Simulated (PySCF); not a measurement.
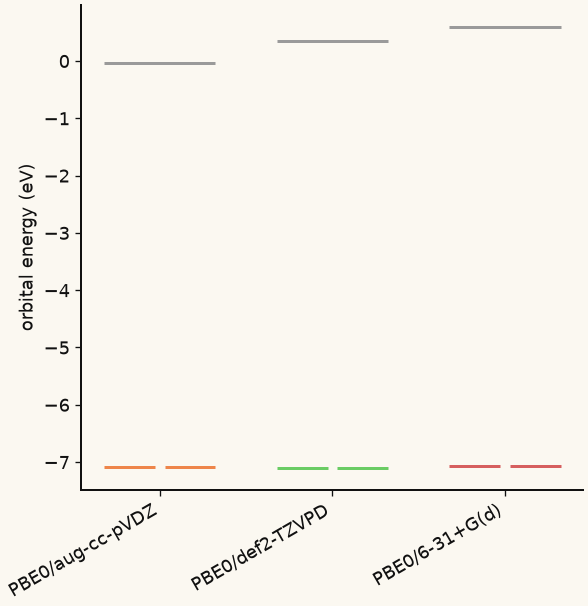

Frontier orbital energies of C₄H₆, SMILES CC#CC at one geometry, PySCF, at a PBE0-D3(BJ)/def2-SVP geometry (no frequency check). Empty levels are grey, levels within 0.1 eV stand side by side; all columns show the same few orbitals around the gap.

How do the frontier levels move from column to column?

Answer. The separation grows from 7.05 eV (PBE0/aug-cc-pVDZ) to 7.66 eV (PBE0/6-31+G(d)).

```csv
level,HOMO (eV),LUMO (eV),separation (eV)
PBE0/aug-cc-pVDZ,−7.09,−0.03,7.05
PBE0/def2-TZVPD,−7.10,0.34,7.45
PBE0/6-31+G(d),−7.06,0.59,7.66
```

Caveats, for all or some of the runs: empty levels above zero depend strongly on the basis.
